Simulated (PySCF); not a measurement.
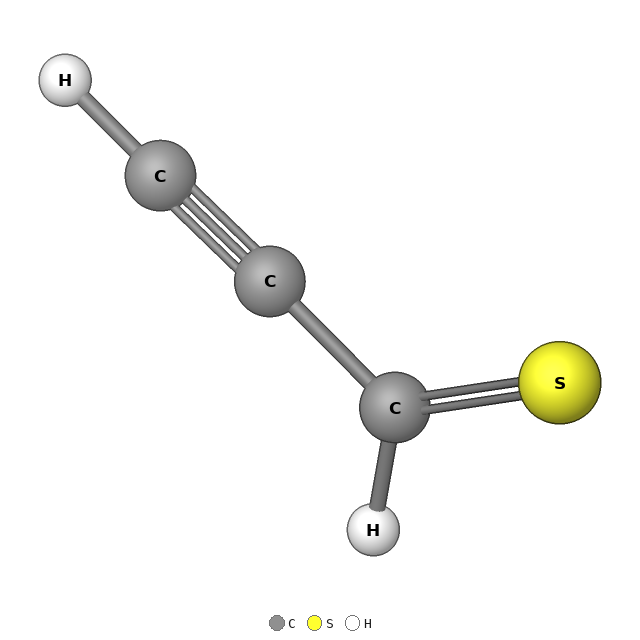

Ball-and-stick drawing of a structure.

Description:

The molecule is C3H2S. As SMILES it reads `C#CC=S`. It has no ring. Among its groups: alkyne. The point group is Cs. All atoms lie on one plane. Coordination: 2 C linear; 1 C trigonal planar.

More results for the same structure follow; atom numbers are the same in all pictures, views and colours differ. Computed geometry: PBE0-D3(BJ)/def2-SVP optimisation. No frequency run is at hand to confirm it as a minimum.

Excitation

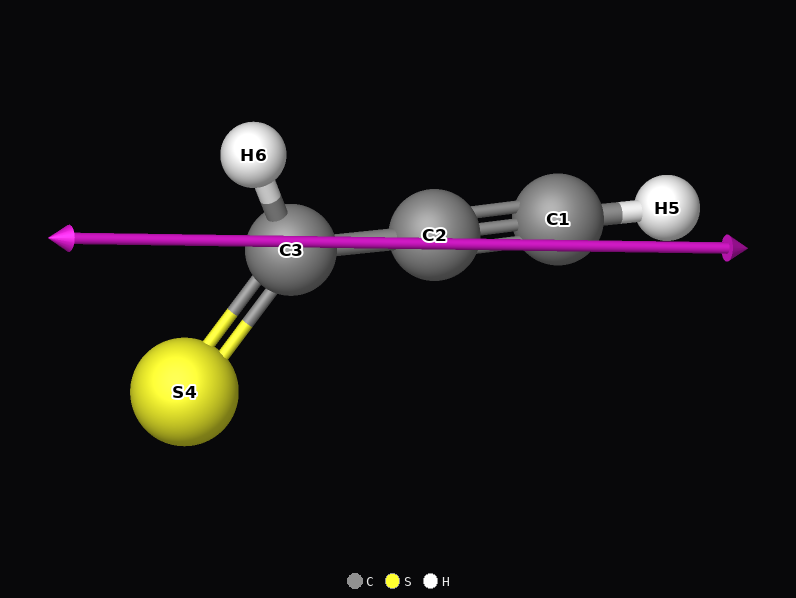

The double arrow shows the direction of the transition dipole to excited singlet state 4 (its length means nothing). No frequency run is at hand to confirm it as a minimum. Method: TDDFT CAM-B3LYP/def2-SVPD, vertical, IEF-PCM water (non-equilibrium linear response), core orbitals frozen in the response (PySCF 2.14.0).

Question: How is the transition polarised?

Answer: In the molecular plane, nearly parallel to the C2–C3 bond.

Question: Give its energy, strength and character.

Answer: 6.42 eV (193 nm), oscillator strength 0.12, mainly HOMO → LUMO+1 (weight 0.92); transition dipole 2.24 D.

NMR shielding

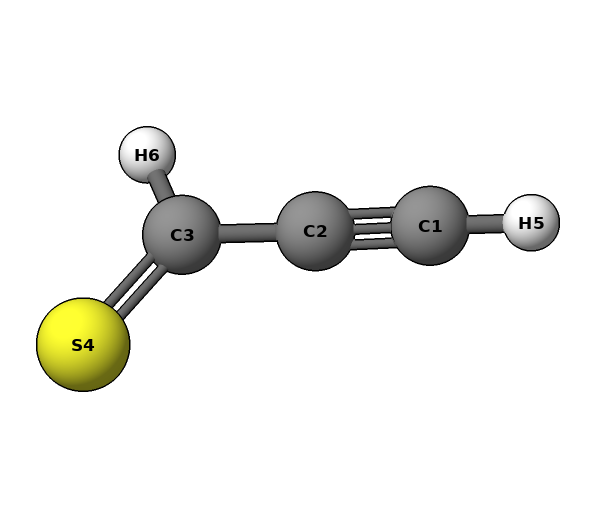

The questions are on isotropic NMR shieldings of the H atoms. No frequency run is at hand to confirm it as a minimum. Method: GIAO PBE0/pcSseg-1 NMR shielding, non-relativistic, IEF-PCM water (PySCF 2.14.0).

List the isotropic NMR shieldings of the H atoms.

```csv
atom,σ (ppm)
H5,25.45
H6,20.80
```

Polarisability

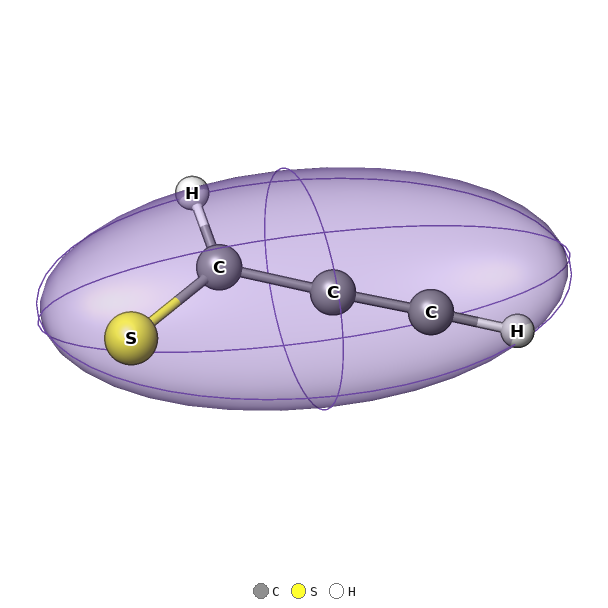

The ellipsoid shows the static dipole polarisability: its half-axes are proportional to the principal values. No frequency run is at hand to confirm it as a minimum. Computed with CAM-B3LYP/def2-SVPD in water (IEF-PCM) (PySCF 2.14.0).

Question: How large and how anisotropic is the polarisability?

Answer: Principal values 49.9, 65.2, 140.2 bohr³; mean 85.1 bohr³ (12.61 Å³); anisotropy 83.7 bohr³, so the longest axis is 2.81 times the shortest.

Quadrupole coupling

No frequency run is at hand to confirm it as a minimum. Electric field gradients from the ground-state density, PBE0/pcSseg-1 in chloroform (IEF-PCM) (PySCF 2.14.0), non-relativistic apart from any core potentials.

Give the largest field-gradient component, the quadrupole coupling constant and the asymmetry for 33S at S4 (Q = −67.81 mb).

```tsv
atom	V_zz (a.u.)	e²qQ/h (MHz)	η
S4	−3.160	50.4	0.26
```
